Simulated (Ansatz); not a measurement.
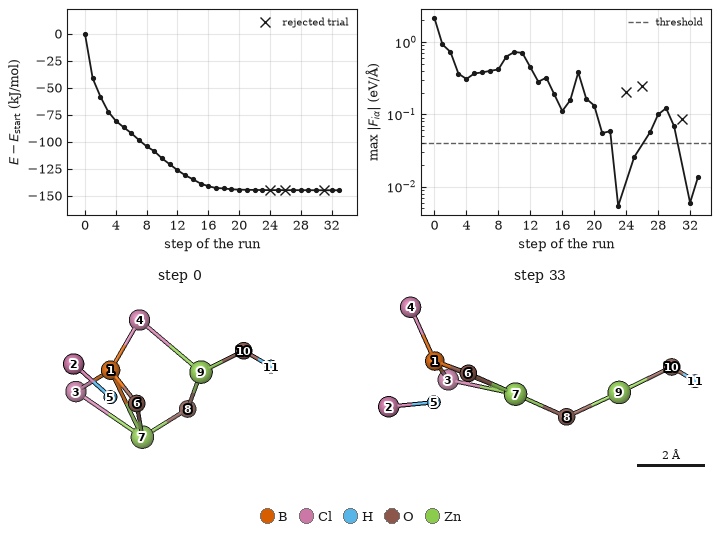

First and last geometry of a constrained relaxation of Zn2BH2O3Cl3, with the history of the run. The picture is a ball-and-stick view, seen from a free direction.

The reaction that was planned forms B1–O6, Cl2–H5 and breaks B1–Cl2, H5–O6 (atoms numbered from 1 in input order).

Theory: Ansatz, RKS PBE0-D4/def2-SVP.

Input file:
```yaml
crystal:
  periodic: [false, false, false]
  atoms:
    - {symbol: B, position_ang: [0.870400, -0.766500, -0.670800]}
    - {symbol: Cl, position_ang: [2.724400, -1.330900, 0.152100]}
    - {symbol: Cl, position_ang: [0.991400, -0.578400, -2.490900]}
    - {symbol: Cl, position_ang: [-0.449700, -1.850900, -0.130400]}
    - {symbol: H, position_ang: [2.180200, 0.009300, 0.523200]}
    - {symbol: O, position_ang: [0.917800, 0.465800, -0.028800]}
    - {symbol: Zn, position_ang: [-0.009800, 1.445400, -1.587300]}
    - {symbol: O, position_ang: [-1.601000, 1.161500, -1.056800]}
    - {symbol: Zn, position_ang: [-1.346900, 0.299600, 0.563700]}
    - {symbol: O, position_ang: [-1.897600, 0.195800, 2.193300]}
    - {symbol: H, position_ang: [-2.379200, 0.949300, 2.532700]}
basis:
  gaussian: {orbitals: def2-SVP}
hamiltonian: {xc: pbe0, dispersion: d4}
relax: {f_tol: 0.04, max_steps: 150, escape_saddle: false, constraints: [{distance: [0, 5]}, {distance: [1, 4]}, {distance: [0, 1]}, {distance: [4, 5]}]}
```

Command:
```bash
ansatz run in.yaml --threads 4 --pin off --events-out ev --progress --plain --max-ram 66560MiB --backend cuda --devices 0, --max-vram 37GiB
```

What do the curves and the structures tell?

Answer. It converged. Cl4 moves most after the best rigid fit: 2.78 Å. Largest moves by element: Cl 2.78 Å, O 2.52 Å, H 2.16 Å, Zn 1.88 Å, B 1.13 Å. Among the contacts that change: Cl4–Zn9 2.431 → 6.850 Å, B1–Zn9 2.753 → 5.696 Å, O6–Zn9 2.347 → 4.870 Å, O6–Zn7 2.061 → 1.876 Å. Bonds break, among them: Cl4–Zn9 (2.43 → 6.85 Å). Bond angles that change, for instance: O6–Zn7–O8 96.1° → 161.9°, O8–Zn9–O10 144.2° → 177.3°, Zn7–O8–Zn9 102.8° → 130.3°. Over 30 accepted moves (33 points after the start) the energy falls by 145.0 kJ/mol. Largest force component: 2.2 eV/Å at the start, 0.014 eV/Å at the end. The line search rejected the trial steps at points 24, 26, 31 of the run. The forces were under the threshold at step 23, but the run went on from there.

```json
{"step": "0", "E − E(0), kJ/mol": "0.00", "largest force component, eV/Å": "2.1525", "note": ""}
{"step": "1", "E − E(0), kJ/mol": "-41.27", "largest force component, eV/Å": "0.9295", "note": ""}
{"step": "2", "E − E(0), kJ/mol": "-58.11", "largest force component, eV/Å": "0.7333", "note": ""}
{"step": "3", "E − E(0), kJ/mol": "-71.99", "largest force component, eV/Å": "0.3669", "note": ""}
{"step": "4", "E − E(0), kJ/mol": "-80.63", "largest force component, eV/Å": "0.3094", "note": ""}
{"step": "5", "E − E(0), kJ/mol": "-86.49", "largest force component, eV/Å": "0.3692", "note": ""}
{"step": "6", "E − E(0), kJ/mol": "-92.00", "largest force component, eV/Å": "0.3820", "note": ""}
{"step": "7", "E − E(0), kJ/mol": "-98.40", "largest force component, eV/Å": "0.4017", "note": ""}
{"step": "8", "E − E(0), kJ/mol": "-104.26", "largest force component, eV/Å": "0.4195", "note": ""}
{"step": "9", "E − E(0), kJ/mol": "-108.78", "largest force component, eV/Å": "0.6329", "note": ""}
{"step": "10", "E − E(0), kJ/mol": "-115.42", "largest force component, eV/Å": "0.7316", "note": ""}
{"step": "11", "E − E(0), kJ/mol": "-120.87", "largest force component, eV/Å": "0.7113", "note": ""}
{"step": "12", "E − E(0), kJ/mol": "-126.32", "largest force component, eV/Å": "0.4505", "note": ""}
{"step": "14", "E − E(0), kJ/mol": "-134.73", "largest force component, eV/Å": "0.3230", "note": ""}
{"step": "15", "E − E(0), kJ/mol": "-138.73", "largest force component, eV/Å": "0.1894", "note": ""}
{"step": "16", "E − E(0), kJ/mol": "-141.16", "largest force component, eV/Å": "0.1115", "note": ""}
{"step": "17", "E − E(0), kJ/mol": "-142.88", "largest force component, eV/Å": "0.1572", "note": ""}
{"step": "18", "E − E(0), kJ/mol": "-143.21", "largest force component, eV/Å": "0.3816", "note": ""}
{"step": "20", "E − E(0), kJ/mol": "-144.36", "largest force component, eV/Å": "0.1328", "note": ""}
{"step": "21", "E − E(0), kJ/mol": "-144.53", "largest force component, eV/Å": "0.0551", "note": ""}
{"step": "22", "E − E(0), kJ/mol": "-144.63", "largest force component, eV/Å": "0.0586", "note": ""}
{"step": "23", "E − E(0), kJ/mol": "-144.76", "largest force component, eV/Å": "0.0054", "note": ""}
{"step": "25", "E − E(0), kJ/mol": "-144.80", "largest force component, eV/Å": "0.0256", "note": ""}
{"step": "26", "E − E(0), kJ/mol": "-144.76", "largest force component, eV/Å": "0.2473", "note": "rejected"}
{"step": "27", "E − E(0), kJ/mol": "-144.84", "largest force component, eV/Å": "0.0568", "note": ""}
{"step": "28", "E − E(0), kJ/mol": "-144.85", "largest force component, eV/Å": "0.0999", "note": ""}
{"step": "29", "E − E(0), kJ/mol": "-144.88", "largest force component, eV/Å": "0.1220", "note": ""}
{"step": "31", "E − E(0), kJ/mol": "-144.87", "largest force component, eV/Å": "0.0867", "note": "rejected"}
{"step": "32", "E − E(0), kJ/mol": "-144.92", "largest force component, eV/Å": "0.0060", "note": ""}
{"step": "33", "E − E(0), kJ/mol": "-144.96", "largest force component, eV/Å": "0.0137", "note": ""}
```
